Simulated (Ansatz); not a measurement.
**HNO (nitroxyl): PBE/def2-TZVPPD**

What is the energy change on altering one bond length of HNO (nitroxyl) at PBE/def2-TZVPPD? 

Program for the calculation: Ansatz 0.2.0.

60 further runs of the same task are left out: 60 set aside as unsound or not needed.

## 1. Starting point

HNO has 3 atoms, charge 0, and is taken as a singlet. SMILES: `N=O`. The shape is that of a PBE0-D4/def2-TZVP optimisation.

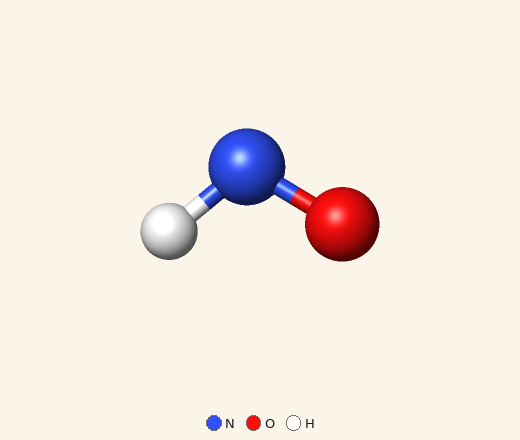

The structure, seen from a chosen angle (nitrogen blue, oxygen red, hydrogen white).

## 2. A single-point energy at PBE/def2-TZVPPD

run.yaml reads:

```yaml
crystal:
  periodic: [false, false, false]
  atoms:
    - {symbol: N, position_ang: [-0.283700, 0.312790, -0.117160]}
    - {symbol: O, position_ang: [0.755300, 0.397200, 0.456500]}
    - {symbol: H, position_ang: [-0.471600, -0.709980, -0.339350]}
basis:
  gaussian: {orbitals: def2-TZVPPD.json}
hamiltonian: {xc: {name: PBE}}
accuracy: high
output: {orbitals: {seedname: orbitals}}
```

The basis set def2-TZVPPD is read from a file made from the Basis Set Exchange's data (not shown).

Launch:

```
ansatz run run.yaml --threads 1 --pin off --max-ram 3480MiB --events-out events.jsonl --progress --plain --runs-dir runs
```

Log:

```text
Warning: RAYON_NUM_THREADS=1 ignored (pool sized by the plan → 1); use --threads N
Functional definition: PBE
  name "PBE"
  parameter kappa = 0.804
  parameter beta = 0.06672455060314922
  exchange = pbe_x(kappa = kappa, mu = beta*pi^2/3)
  correlation = pbe_c(beta = beta)
1451 factors; integrals over basis functions are off by at most 3.5e-9 eV
mean field evaluation 1: about -3546.2115 eV, gradient 3.3e1 eV
mean field evaluation 2: about -3542.9438 eV, gradient 5.2e1 eV
mean field evaluation 4: about -3548.2522 eV, gradient 5.9e0 eV
mean field evaluation 8: about -3548.3125 eV, gradient 9.5e-2 eV
mean field evaluation 16: about -3548.3125 eV, gradient 1.5e-6 eV
mean field -3548.31248839 eV, -130.3980788158 hartree, gradient 8.4e-8 eV, S^2 0.000000; 0 other end points of the search recorded, 0 dependent functions left out
reference -3548.31249201 eV, -130.3980789487 hartree; 8, 8 occupied and 86, 86 virtual orbitals, 1451 factors
Total energy: -3548.31249201 eV, -130.3980789487 hartree
```

It took 2.5 s on 1 thread of Arm Neoverse V2, shared host; peak memory 0.17 GiB.

## 3. The distorted shape, same level

input.yaml reads:

```yaml
crystal:
  periodic: [false, false, false]
  atoms:
    - {symbol: N, position_ang: [-0.227324, 0.619652, -0.050496]}
    - {symbol: O, position_ang: [0.811676, 0.704062, 0.523164]}
    - {symbol: H, position_ang: [-0.471600, -0.709980, -0.339350]}
basis:
  gaussian:
    orbitals: def2-TZVPPD.json
magnetization:
  spin_polarized: false
  initial_magnetization: 0
accuracy: high
hamiltonian:
  xc: {name: PBE}
output: {orbitals: {seedname: orbitals}}
```

The basis set def2-TZVPPD is read from a file made from the Basis Set Exchange's data (not shown).

Launch:

```
ansatz run input.yaml --threads 1 --pin off --max-ram 3480MiB --events-out events.jsonl --progress --plain --runs-dir runs
```

Log:

```text
Warning: RAYON_NUM_THREADS=1 ignored (pool sized by the plan → 1); use --threads N
[... 6 set-up lines as earlier in the session ...]
1447 factors; integrals over basis functions are off by at most 3.5e-9 eV
mean field evaluation 1: about -3545.7715 eV, gradient 3.3e1 eV
mean field evaluation 2: about -3533.2024 eV, gradient 8.0e1 eV
mean field evaluation 4: about -3547.5448 eV, gradient 9.2e0 eV
mean field evaluation 8: about -3547.7873 eV, gradient 3.9e-1 eV
mean field evaluation 16: about -3547.7877 eV, gradient 2.2e-6 eV
mean field evaluation 32: about -3547.7877 eV, gradient 3.7e-8 eV
mean field -3547.78767682 eV, -130.3787923462 hartree, gradient 3.7e-8 eV, S^2 0.000000; 3 other end points of the search recorded, 0 dependent functions left out
reference -3547.78768057 eV, -130.3787924841 hartree; 8, 8 occupied and 86, 86 virtual orbitals, 1447 factors
Total energy: -3547.78768057 eV, -130.3787924841 hartree
```

Wall time 3.9 s (1 thread of Arm Neoverse V2, shared host); peak memory 0.17 GiB.

## 4. Results

At PBE/def2-TZVPPD:

| quantity | value |
| --- | --- |
| first shape: total energy | -130.39808 Eh |
| first shape: HOMO energy | -5.44 eV |
| first shape: LUMO energy | -4.27 eV |
| first shape: HOMO–LUMO gap | 1.16 eV |
| distorted shape: total energy | -130.37879 Eh |
| distorted shape: HOMO energy | -5.81 eV |
| distorted shape: LUMO energy | -4.50 eV |
| distorted shape: HOMO–LUMO gap | 1.31 eV |
| energy change with the N1–H3 bond stretched from 1.063 to 1.382 Å | 0.525 eV |

**Reading.** With the N1–H3 bond stretched from 1.063 to 1.382 Å the energy rises by 0.52 eV (12.1 kcal/mol). The first shape isn't relaxed at this level, so the change isn't measured from a minimum.
